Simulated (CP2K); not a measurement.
**H2S3 (trisulfane): PM3**

Aim: the vertical electron affinity of H2S3 (trisulfane) at PM3, from 2 runs. 

Program for the calculation: CP2K 2026.2.

5 further runs of the same task are left out: 2 that didn't finish, 3 set aside as unsound or not needed.

## Step 1: The structure to begin with

The species is H2S3 (5 atoms), meant as a singlet with charge 0. As SMILES, `SSS`. Geometry: relaxed at GFN2-xTB. This is one conformer, not always the lowest.

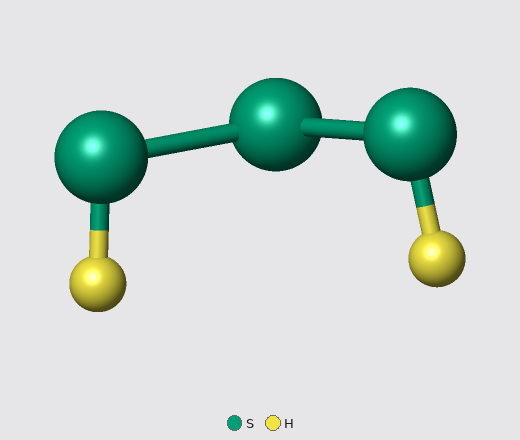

Viewed from a chosen angle; sulfur teal, hydrogen yellow.

## Step 2: Energy and gradient at PM3

Input file molecule.pdb:

```
HETATM    1 S    MOL A   1      -1.590  -0.739   0.076  1.00  0.00           S
HETATM    2 S    MOL A   1      -0.375   0.773   0.739  1.00  0.00           S
HETATM    3 S    MOL A   1       1.544   0.059   0.832  1.00  0.00           S
HETATM    4 H    MOL A   1      -1.511  -0.483  -1.238  1.00  0.00           H
HETATM    5 H    MOL A   1       1.932   0.392  -0.408  1.00  0.00           H
END
```

Input file gas.inp:

```
&FORCE_EVAL
  METHOD Quickstep
  &DFT
    CHARGE 0
    MULTIPLICITY 1
    &QS
      METHOD PM3
      EPS_DEFAULT 1.0E-10
      &SE
        &COULOMB
          CUTOFF [angstrom] 50
          RC_RANGE [angstrom] 0
        &END COULOMB
        &EXCHANGE
          CUTOFF [angstrom] 50
          RC_RANGE [angstrom] 0
        &END EXCHANGE
      &END SE
    &END QS
    &POISSON
      PERIODIC NONE
      POISSON_SOLVER ANALYTIC
    &END POISSON
    &SCF
      SCF_GUESS ATOMIC
      EPS_SCF 1.0E-07
      MAX_SCF 100
      ADDED_MOS 4
      &DIAGONALIZATION
        ALGORITHM STANDARD
      &END DIAGONALIZATION
      &MIXING
        METHOD DIRECT_P_MIXING
        ALPHA 0.4
      &END MIXING
    &END SCF
    &PRINT
      &MOMENTS
        PERIODIC F
        REFERENCE COM
        MAX_MOMENT 1
      &END MOMENTS
      &MO ON
        ENERGIES T
        OCCUPATION_NUMBERS T
        NDIGITS 6
        &EACH
          QS_SCF 0
        &END EACH
        ADD_LAST NUMERIC
      &END MO
      &HIRSHFELD OFF
      &END HIRSHFELD
    &END PRINT
  &END DFT
  &SUBSYS
    &CELL
      ABC [angstrom] 11.5 9.5 10.1
      PERIODIC NONE
    &END CELL
    &TOPOLOGY
      COORD_FILE_NAME molecule.pdb
      COORD_FILE_FORMAT PDB
      CONN_FILE_FORMAT OFF
      &CENTER_COORDINATES
      &END CENTER_COORDINATES
    &END TOPOLOGY
  &END SUBSYS
  &PRINT
    &FORCES ON
    &END FORCES
  &END PRINT
&END FORCE_EVAL

&GLOBAL
  PROJECT_NAME gas
  RUN_TYPE ENERGY_FORCE
  PRINT_LEVEL MEDIUM
&END GLOBAL
```

Started as:

```
$ OMP_NUM_THREADS=1 cp2k.psmp -i gas.inp > gas.out 2>&1
```

The log of the run:

```text
CP2K| version string:                                       CP2K version 2026.2
[...]
 GLOBAL| Method name                                                        CP2K
[...]
 GLOBAL| Run type                                                   ENERGY_FORCE
[...]
                             - Atoms:                                          5
[...]
                             - Spherical basis functions:                     14
[...]
 Number of electrons:                                                         20
[...]
     1 P_Mix/Diag. 0.40E+00    0.0     0.92733122       -19.1195491004 -1.91E+01
[...]
    23 DIIS/Diag.  0.73E-07    0.0     0.00000008       -21.6495817908 -2.49E-14
  *** SCF run converged in    23 steps ***
  Core-core repulsion energy [eV]:                            750.41994945061890
  Core Hamiltonian energy [eV]:                              -891.62698120397272
  Two-electron integral energy [eV]:                         -895.81609738208408
  Electronic energy [eV]:                                   -1339.53502989501453
  Total energy [eV]:                                         -589.11508044439586
  Atomic reference energy [eV]:                               589.66470214023502
  Heat of formation [kcal/mol]:                                12.67457841055256
[...]
 SE_DIPOLE| Moment [Debye]         -0.52874954      -0.43779535       2.65320725
 SE_DIPOLE| Derivative [a.u.]       0.00000000       0.00000000       0.00000000
 ENERGY| Total FORCE_EVAL ( QS ) energy [hartree]            -21.649581790837736
 FORCES| Atomic forces [hartree/bohr]
 FORCES|   Atom     x               y               z               |f|
 FORCES|      1  4.88867868E-03  1.57632852E-02 -2.99778723E-03   1.67739998E-02
 FORCES|      2  5.18835971E-03 -2.07260184E-02  3.42024833E-04   2.13682919E-02
 FORCES|      3 -9.59116321E-03  1.20174446E-02 -6.50061367E-03   1.66933330E-02
 FORCES|      4 -4.63499581E-03 -4.66549226E-03  3.49120756E-03   7.44570577E-03
 FORCES|      5  4.14912064E-03 -2.38921916E-03  5.66516851E-03   7.41739202E-03
 FORCES| Sum     2.77555756E-17 -1.66533454E-16  5.55111512E-17
 FORCES| Total atomic force                                       1.77722399E-16
[...]
```

Run time: 0.44 s. Hardware: 1 thread of Arm Neoverse N1, shared host; peak memory 0.14 GiB.

## Step 3: The doublet anion

molecule.pdb is that of step 2.

Input file run.inp:

```
&GLOBAL
   PROJECT_NAME run
   RUN_TYPE ENERGY_FORCE
   PRINT_LEVEL MEDIUM
&END GLOBAL

&FORCE_EVAL
   METHOD Quickstep
   &DFT
      CHARGE -1
      MULTIPLICITY 2
      UKS T
      ! Quickstep
      &QS
         METHOD PM3
         EPS_DEFAULT 1.0E-10
         &SE
            &COULOMB
               CUTOFF [angstrom] 50
               RC_RANGE [angstrom] 0
            &END COULOMB
            &EXCHANGE
               CUTOFF [angstrom] 50
               RC_RANGE [angstrom] 0
            &END EXCHANGE
         &END SE
      &END QS
      &POISSON
         PERIODIC NONE
         POISSON_SOLVER ANALYTIC
      &END POISSON
      ! self-consistent field
      &SCF
         SCF_GUESS ATOMIC
         EPS_SCF 1.0E-07
         MAX_SCF 150
         ADDED_MOS 2
         &DIAGONALIZATION
            ALGORITHM STANDARD
         &END DIAGONALIZATION
         &MIXING
            METHOD DIRECT_P_MIXING
            ALPHA 0.4
         &END MIXING
      &END SCF
      &PRINT
         &MOMENTS
            PERIODIC F
            REFERENCE COM
            MAX_MOMENT 1
         &END MOMENTS
         &MO ON
            ENERGIES T
            OCCUPATION_NUMBERS T
            NDIGITS 6
            &EACH
               QS_SCF 0
            &END EACH
            ADD_LAST NUMERIC
         &END MO
         &HIRSHFELD OFF
         &END HIRSHFELD
      &END PRINT
   &END DFT
   ! structure
   &SUBSYS
      ! box in angstrom
      &CELL
         ABC 11.5 9.5 10.1
         PERIODIC NONE
      &END CELL
      &TOPOLOGY
         COORD_FILE_NAME molecule.pdb
         COORD_FILE_FORMAT PDB
         CONN_FILE_FORMAT OFF
         &CENTER_COORDINATES
         &END CENTER_COORDINATES
      &END TOPOLOGY
   &END SUBSYS
   &PRINT
      &FORCES ON
      &END FORCES
   &END PRINT
&END FORCE_EVAL
```

Started as:

```
$ OMP_NUM_THREADS=1 cp2k.psmp -i run.inp -o run.out
```

The log of the run:

```text
CP2K| version string:                                       CP2K version 2026.2
[...]
 GLOBAL| Method name                                                        CP2K
[...]
 GLOBAL| Run type                                                   ENERGY_FORCE
[...]
                             - Atoms:                                          5
[...]
                             - Spherical basis functions:                     14
[...]
 Number of electrons:                                                         11
[...]
     1 P_Mix/Diag. 0.40E+00    0.0     0.46048977       -19.4250835836 -1.94E+01
[...]
    38 DIIS/Diag.  0.62E-07    0.0     0.00000010       -21.7671107800 -1.14E-13
  *** SCF run converged in    38 steps ***
  Core-core repulsion energy [eV]:                            750.41994945061890
  Core Hamiltonian energy [eV]:                              -930.94857304451182
  Two-electron integral energy [eV]:                         -823.56916657939962
  Electronic energy [eV]:                                   -1342.73315633421157
  Total energy [eV]:                                         -592.31320688359267
  Atomic reference energy [eV]:                               589.66470214023502
  Heat of formation [kcal/mol]:                               -61.07597515624998
[...]
 SE_DIPOLE| Moment [Debye]         -0.40894484      -0.46830722       2.19725992
 SE_DIPOLE| Derivative [a.u.]       0.00000000       0.00000000       0.00000000
 ENERGY| Total FORCE_EVAL ( QS ) energy [hartree]            -21.767110780030556
 FORCES| Atomic forces [hartree/bohr]
 FORCES|   Atom     x               y               z               |f|
 FORCES|      1  5.91953710E-03  2.44246333E-02 -4.49165326E-05   2.51317657E-02
 FORCES|      2  9.86240509E-03 -3.59117436E-02 -2.85608918E-03   3.73507377E-02
 FORCES|      3 -1.56431136E-02  1.89053193E-02 -5.26252246E-03   2.50960603E-02
 FORCES|      4 -4.09100348E-03 -4.75218632E-03  3.08270786E-03   6.98732224E-03
 FORCES|      5  3.95217485E-03 -2.66602262E-03  5.08082031E-03   6.96721592E-03
 FORCES| Sum     1.38777878E-16 -1.87350135E-16 -1.38777878E-16
 FORCES| Total atomic force                                       2.71327610E-16
[...]
```

Run time: 0.51 s. Hardware: 1 thread of Arm Neoverse N1, shared host; peak memory 0.14 GiB.

## Step 4: Summary of results

Level: PM3.

```
                                                quantity           value
                              singlet H2S3: total energy    -21.64958 Eh
                             singlet H2S3: dipole moment          2.74 D
                               singlet H2S3: HOMO energy        -9.90 eV
                               singlet H2S3: LUMO energy        -2.95 eV
                             singlet H2S3: HOMO–LUMO gap         6.96 eV
 singlet H2S3: heat of formation at this unrelaxed shape   12.7 kcal/mol
                  singlet H2S3: largest force on an atom      1.099 eV/Å
                             doublet anion: total energy    -21.76711 Eh
       doublet anion: HOMO energy (highest over α and β)        -3.41 eV
        doublet anion: LUMO energy (lowest over α and β)         3.51 eV
doublet anion: heat of formation at this unrelaxed shape  -61.1 kcal/mol
                 doublet anion: largest force on an atom      1.921 eV/Å
       vertical electron affinity (to the doublet anion)        3.198 eV
```

**Reading.** At fixed nuclei the extra electron is bound by 3.20 eV (309 kJ/mol). The largest force (singlet H2S3) is 1.10 eV/Å: the shape isn't a stationary point for this species at this level. A minimal valence basis can't be trusted even for the sign of an electron affinity.
